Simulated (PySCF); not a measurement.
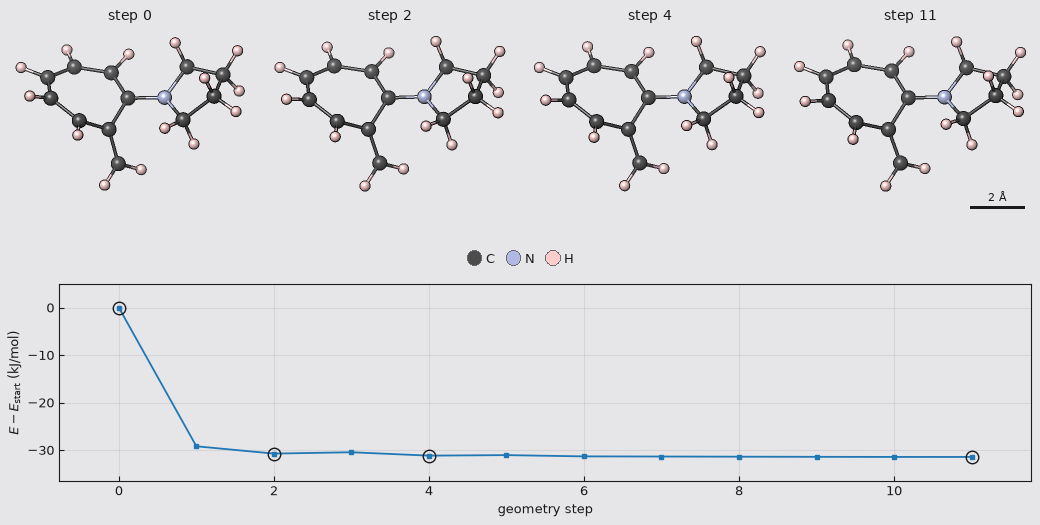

Frames of a relaxation of C₁₂H₁₅N, marked on the history of the run. Style: ball-and-stick. Shown at a tilt.

The start comes from GFN2-xTB. Its atoms were then displaced at random by about 0.01 Å.

Method: PySCF 2.14.0, density-fitted response routines, PBE0-D3(BJ)/def2-SVP geometry optimisation, gas phase. 

> What happens along the run?

An H atom moves most after the best rigid fit: 0.30 Å. Largest moves by element: H 0.30 Å, C 0.16 Å, N 0.09 Å. Some distances before and after: C–H 1.036 → 1.093 Å, C–H 1.073 → 1.108 Å, C–H 1.062 → 1.095 Å, C–C 1.388 → 1.358 Å. Bond angles that change, for instance: N–C–H 107.9° → 111.1°, C–C–C 125.1° → 127.6°, C–C–C 128.1° → 125.8°. The energy falls by 31.4 kJ/mol in 11 geometry steps. From step 0 to 2: an H atom moves most (0.19 Å), energy −30.7 kJ/mol. From step 2 to 4: H atoms move most (0.06 Å), energy −0.43 kJ/mol. From step 4 to 11: an H atom moves most (0.10 Å), energy −0.28 kJ/mol.

| step | E − E(0), kJ/mol |
| --- | --- |
| 0 | 0.00 |
| 1 | -29.20 |
| 2 | -30.74 |
| 3 | -30.45 |
| 4 | -31.17 |
| 5 | -31.06 |
| 6 | -31.32 |
| 7 | -31.35 |
| 8 | -31.39 |
| 9 | -31.42 |
| 10 | -31.44 |
| 11 | -31.44 |
